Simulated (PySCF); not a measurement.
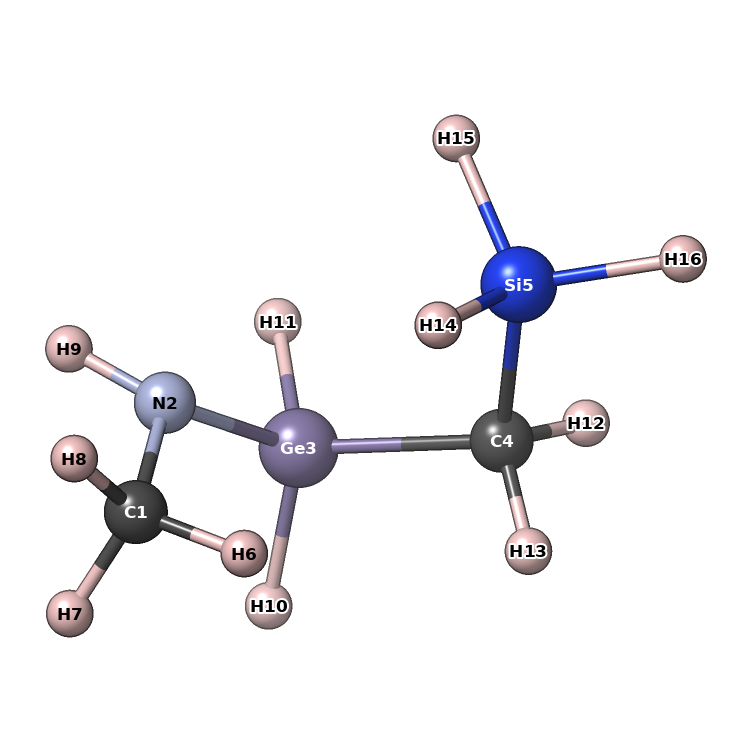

The atoms are numbered. The computed structure is the end point of a PBE0-D3(BJ)/def2-SVP optimisation. No frequency run is at hand to confirm it as a minimum.

Give the bond lengths.

| bond | length (Å) |
| --- | --- |
| C1–N2 | 1.444 |
| C1–H6 | 1.103 |
| C1–H7 | 1.110 |
| C1–H8 | 1.103 |
| N2–Ge3 | 1.840 |
| N2–H9 | 1.015 |
| Ge3–C4 | 1.953 |
| Ge3–H10 | 1.552 |
| Ge3–H11 | 1.540 |
| C4–Si5 | 1.884 |
| C4–H12 | 1.102 |
| C4–H13 | 1.102 |
| Si5–H14 | 1.493 |
| Si5–H15 | 1.495 |
| Si5–H16 | 1.499 |
